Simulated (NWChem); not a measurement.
# C2H4OS (thioacetic acid): levels of theory compared

Aim: a comparison of 6 runs (HF/STO-3G, HF/3-21G, B3LYP/6-31G*, B3LYP/def2-SVP, PBE0/def2-SVP) of C2H4OS (thioacetic acid). 

The calculation is run with NWChem 7.3.0.

4 further runs of the same task are left out: 4 that didn't finish. Runs told in other sessions of the task aren't counted.

### 1 The structure to begin with

The species is C2H4OS (8 atoms), meant as a singlet with charge 0. As SMILES, `CC(=O)S`. The C1–C2 distance was set to 1.953 Å, away from the relaxed value.

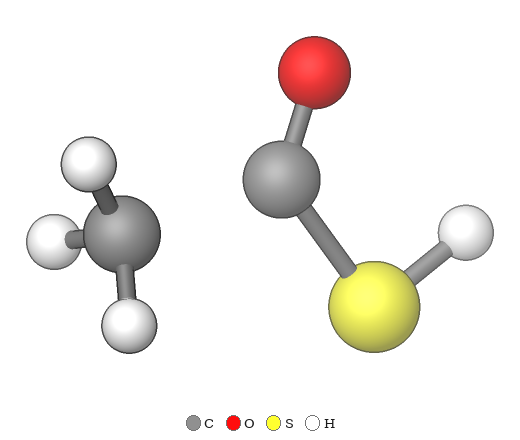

The structure, seen from a chosen angle (carbon grey, oxygen red, sulfur yellow, hydrogen white).

### 2 The energy at HF/STO-3G (run 1)

Input file run.py:

```python
from ase import Atoms
from ase.calculators.nwchem import NWChem

molecule = Atoms('CCOSHHHH', positions=[
    [-0.071407, 1.495339, 0.050873],
    [0.278630, -0.411990, -0.177640],
    [1.155120, -0.860900, -0.857880],
    [-0.880520, -1.440710, 0.717560],
    [0.847163, 2.051109, -0.132287],
    [-0.464937, 1.720779, 1.042673],
    [-0.818747, 1.799239, -0.687257],
    [-0.368420, -2.592290, 0.254890],
])

calc = NWChem(
    label='input',
    theory='scf',
    memory='2200 mb',
    basis='STO-3G',
    basispar='spherical bse',
    scf={'nopen': '0', 'rhf': None, 'thresh': '1e-08', 'maxiter': '80'},
    task='energy',
)
molecule.calc = calc

print(f"energy = {molecule.get_potential_energy():.6f} eV")
print("dipole (e A):", molecule.get_dipole_moment().round(4))
```

On the command line:

```
$ export ASE_NWCHEM_COMMAND="nwchem PREFIX.nwi > PREFIX.nwo"
$ python run.py
```

The log of the run:

```text
energy = -14804.961082 eV
dipole (e A): [-0.1625  0.0405  0.112 ]
```

The calculator wrote input.nwi:

```
title "input"

permanent_dir input

scratch_dir input

start input

geometry units angstrom nocenter noautosym noautoz
  C  -7.1406999999999998e-02 1.4953390000000000e+00 5.0873000000000002e-02
  C  2.7862999999999999e-01 -4.1199000000000002e-01 -1.7763999999999999e-01
  O  1.1551199999999999e+00 -8.6090000000000000e-01 -8.5787999999999998e-01
  S  -8.8051999999999997e-01 -1.4407099999999999e+00 7.1755999999999998e-01
  H  8.4716300000000000e-01 2.0511089999999998e+00 -1.3228699999999999e-01
  H  -4.6493699999999999e-01 1.7207790000000001e+00 1.0426730000000000e+00
  H  -8.1874700000000000e-01 1.7992390000000000e+00 -6.8725700000000001e-01
  H  -3.6842000000000003e-01 -2.5922900000000002e+00 2.5489000000000001e-01
end

memory 2200 mb

basis spherical bse noprint
   * library STO-3G
end

scf
  nopen 0
  rhf
  thresh 1e-08
  maxiter 80
end

task scf energy
```

input.nwo:

```text
Northwest Computational Chemistry Package (NWChem) 7.3.0
             --------------------------------------------------------

           Job information
           ---------------

    nwchem branch   = 7.3.0
    use scalapack   = T
    input           = input.nwi
    prefix          = input.
    data base       = input/input.db
    status          = startup
    nproc           =        1

           Memory information
           ------------------

[... 5 lines left out ...]
    hardfail = no
[... 129 lines left out ...]
         Quadratically convergent ROHF
[... 15 lines left out ...]
       Final RHF  results
[... 4 lines left out ...]
      Two-electron energy =    352.725522698466
[... 37 lines left out ...]
                       ROHF Final Molecular Orbital Analysis
[... 187 lines left out ...]
       Multipole analysis of the density wrt the origin
       ------------------------------------------------

     L   x y z        total         open         nuclear
     -   - - -        -----         ----         -------
     0   0 0 0     -0.000000      0.000000     40.000000

     1   1 0 0     -0.307130      0.000000     -8.331732
[... 8 lines of this table left out ...]
     2   0 0 2    -22.009361      0.000000     57.039769

 Task  times  cpu:        2.3s     wall:        2.3s
 Total times  cpu:        2.4s     wall:        2.4s
```

Wall time 4.2 s (1 thread of AMD EPYC 7R43 (Zen 3), shared host); peak memory 0.096 GiB.

### 3 A single-point energy at HF/3-21G (run 2)

Input file a.xyz:

```xyz
8

C     -0.071407     1.495339     0.050873
C      0.278630    -0.411990    -0.177640
O      1.155120    -0.860900    -0.857880
S     -0.880520    -1.440710     0.717560
H      0.847163     2.051109    -0.132287
H     -0.464937     1.720779     1.042673
H     -0.818747     1.799239    -0.687257
H     -0.368420    -2.592290     0.254890
```

Input file run.py:

```python
from ase.io import read
from ase.calculators.nwchem import NWChem

atoms = read('a.xyz')

calc = NWChem(
    label='a',
    theory='scf',
    memory='2200 mb',
    basis='3-21G',
    basispar='spherical bse',
    scf={'nopen': '0', 'rhf': None, 'thresh': '1e-08', 'maxiter': '80'},
    task='energy',
)
atoms.calc = calc

e = atoms.get_potential_energy()
print(f"E = {e:.6f} eV")
print("dipole (e A):", atoms.get_dipole_moment().round(4))
```

On the command line:

```
$ export ASE_NWCHEM_COMMAND="nwchem PREFIX.nwi > PREFIX.nwo"
$ python run.py
```

The log of the run:

```text
E = -14900.006131 eV
dipole (e A): [-0.2012  0.2328  0.1255]
```

The calculator wrote a.nwi:

```
title "a"

permanent_dir a

scratch_dir a

start a

geometry units angstrom nocenter noautosym noautoz
  C  -7.1406999999999998e-02 1.4953390000000000e+00 5.0873000000000002e-02
  C  2.7862999999999999e-01 -4.1199000000000002e-01 -1.7763999999999999e-01
  O  1.1551199999999999e+00 -8.6090000000000000e-01 -8.5787999999999998e-01
  S  -8.8051999999999997e-01 -1.4407099999999999e+00 7.1755999999999998e-01
  H  8.4716300000000000e-01 2.0511089999999998e+00 -1.3228699999999999e-01
  H  -4.6493699999999999e-01 1.7207790000000001e+00 1.0426730000000000e+00
  H  -8.1874700000000000e-01 1.7992390000000000e+00 -6.8725700000000001e-01
  H  -3.6842000000000003e-01 -2.5922900000000002e+00 2.5489000000000001e-01
end

memory 2200 mb

basis spherical bse noprint
   * library 3-21G
end

scf
  nopen 0
  rhf
  thresh 1e-08
  maxiter 80
end

task scf energy
```

a.nwo:

```text
Northwest Computational Chemistry Package (NWChem) 7.3.0
             --------------------------------------------------------

           Job information
           ---------------

    nwchem branch   = 7.3.0
    use scalapack   = T
    input           = a.nwi
    prefix          = a.
    data base       = a/a.db
    status          = startup
    nproc           =        1

           Memory information
           ------------------

[... 5 lines left out ...]
    hardfail = no
[... 129 lines left out ...]
         Quadratically convergent ROHF
[... 15 lines left out ...]
       Final RHF  results
[... 4 lines left out ...]
      Two-electron energy =    349.464782738085
[... 39 lines left out ...]
                       ROHF Final Molecular Orbital Analysis
[... 198 lines left out ...]
       Multipole analysis of the density wrt the origin
       ------------------------------------------------

     L   x y z        total         open         nuclear
     -   - - -        -----         ----         -------
     0   0 0 0     -0.000000      0.000000     40.000000

     1   1 0 0     -0.380284      0.000000     -8.331732
[... 8 lines of this table left out ...]
     2   0 0 2    -25.955251      0.000000     57.039769

 Task  times  cpu:        2.3s     wall:        2.3s
 Total times  cpu:        2.3s     wall:        2.3s
```

Run time: 3.9 s. Hardware: 1 thread of AMD EPYC 7R43 (Zen 3), shared host; peak memory 0.092 GiB.

Runs 3 to 5 aren't shown in full; the table further down has their settings and results.

### 4 A single-point energy at PBE0/def2-SVP (run 6)

Input file run.py:

```python
from ase import Atoms
from ase.calculators.nwchem import NWChem

molecule = Atoms(['C', 'C', 'O', 'S', 'H', 'H', 'H', 'H'], positions=[
    [-0.071407, 1.495339, 0.050873],
    [0.278630, -0.411990, -0.177640],
    [1.155120, -0.860900, -0.857880],
    [-0.880520, -1.440710, 0.717560],
    [0.847163, 2.051109, -0.132287],
    [-0.464937, 1.720779, 1.042673],
    [-0.818747, 1.799239, -0.687257],
    [-0.368420, -2.592290, 0.254890],
])

calc = NWChem(
    label='c2h4os',
    theory='dft',
    memory='2200 mb',
    basis='def2-SVP',
    basispar='spherical bse',
    dft={'xc': 'pbe0', 'mult': '1', 'grid': 'xfine', 'convergence': 'energy 1e-08', 'iterations': '100', 'mulliken': None},
    task='energy',
)
molecule.calc = calc

e = molecule.get_potential_energy()
print(f"E = {e:.6f} eV")
print("dipole (e A):", molecule.get_dipole_moment().round(4))
```

On the command line:

```
$ export ASE_NWCHEM_COMMAND="nwchem PREFIX.nwi > PREFIX.nwo"
$ python run.py
```

The log of the run:

```text
E = -15005.366403 eV
dipole (e A): [-0.2197  0.0922  0.1435]
```

The calculator wrote c2h4os.nwi:

```
title "c2h4os"

permanent_dir c2h4os

scratch_dir c2h4os

start c2h4os

geometry units angstrom nocenter noautosym noautoz
  C  -7.1406999999999998e-02 1.4953390000000000e+00 5.0873000000000002e-02
  C  2.7862999999999999e-01 -4.1199000000000002e-01 -1.7763999999999999e-01
  O  1.1551199999999999e+00 -8.6090000000000000e-01 -8.5787999999999998e-01
  S  -8.8051999999999997e-01 -1.4407099999999999e+00 7.1755999999999998e-01
  H  8.4716300000000000e-01 2.0511089999999998e+00 -1.3228699999999999e-01
  H  -4.6493699999999999e-01 1.7207790000000001e+00 1.0426730000000000e+00
  H  -8.1874700000000000e-01 1.7992390000000000e+00 -6.8725700000000001e-01
  H  -3.6842000000000003e-01 -2.5922900000000002e+00 2.5489000000000001e-01
end

memory 2200 mb

basis spherical bse noprint
   * library def2-SVP
end

dft
  xc pbe0
  mult 1
  grid xfine
  convergence energy 1e-08
  iterations 100
  mulliken
end

task dft energy
```

c2h4os.nwo:

```text
Northwest Computational Chemistry Package (NWChem) 7.3.0
             --------------------------------------------------------

           Job information
           ---------------

    nwchem branch   = 7.3.0
    use scalapack   = T
    input           = c2h4os.nwi
    prefix          = c2h4os.
    data base       = c2h4os/c2h4os.db
    status          = startup
    nproc           =        1

           Memory information
           ------------------

[... 5 lines left out ...]
    hardfail = no
[... 118 lines left out ...]
          Convergence on energy requested:  1.00D-08
[... 26 lines left out ...]
          Convergence Information
[... 30 lines left out ...]
 1-e energy   =   -1043.704824
[... 52 lines left out ...]
      One electron energy =    -1046.121563243070
[... 8 lines left out ...]
                       DFT Final Molecular Orbital Analysis
[... 599 lines left out ...]
     Multipole analysis of the density
     ---------------------------------

     L   x y z        total         alpha         beta         nuclear
     -   - - -        -----         -----         ----         -------
     0   0 0 0     -0.000000    -20.000000    -20.000000     40.000000

     1   1 0 0     -0.415170      3.958281      3.958281     -8.331732
[... 8 lines of this table left out ...]
     2   0 0 2    -24.619239    -40.829504    -40.829504     57.039769

 Task  times  cpu:       39.3s     wall:       39.3s
 Total times  cpu:       39.4s     wall:       39.4s
```

Run time: 41 s. Hardware: 1 thread of AMD EPYC 7R43 (Zen 3), shared host; peak memory 0.13 GiB.

### 5 The series

```tsv
run	level	iteration cap	module	energy (Eh)	dipole moment (D)	HOMO energy (eV)	LUMO energy (eV)	wall time
1	HF/STO-3G	80	scf	-544.072289	0.97	-7.58	8.23	4.2 s
2	HF/3-21G	80	scf	-547.565130	1.60	-10.35	4.12	3.9 s
3	B3LYP/6-31G* (spherical functions)	100	dft	-551.984204	1.28	-7.05	-0.59	35 s
4	B3LYP/6-31G* (Cartesian functions)	100	dft	-551.990012	1.29	-7.06	-0.60	33 s
5	B3LYP/def2-SVP	100	dft	-551.772241	1.38	-7.15	-0.70	34 s
6	PBE0/def2-SVP	100	dft	-551.437049	1.34	-7.46	-0.53	41 s
```

### 6 Outcome

| quantity | value |
| --- | --- |
| run 6: total energy | -551.43705 Eh |
| run 6: dipole moment | 1.34 D |
| run 6: HOMO energy | -7.46 eV |
| run 6: LUMO energy | -0.53 eV |
| run 6: HOMO–LUMO gap | 6.93 eV |

What this shows: The dipole moment (its size) runs from 0.97 D (HF/STO-3G) to 1.60 D (HF/3-21G). The HOMO–LUMO gap runs from 6.44 eV (B3LYP/def2-SVP) to 15.82 eV (HF/STO-3G). The two ends differ in method and basis. Totals of different functionals can't be ranked against each other. In run 1 the basis is minimal, so the values are rough. All runs together took 2.5 min, the longest 41 s.
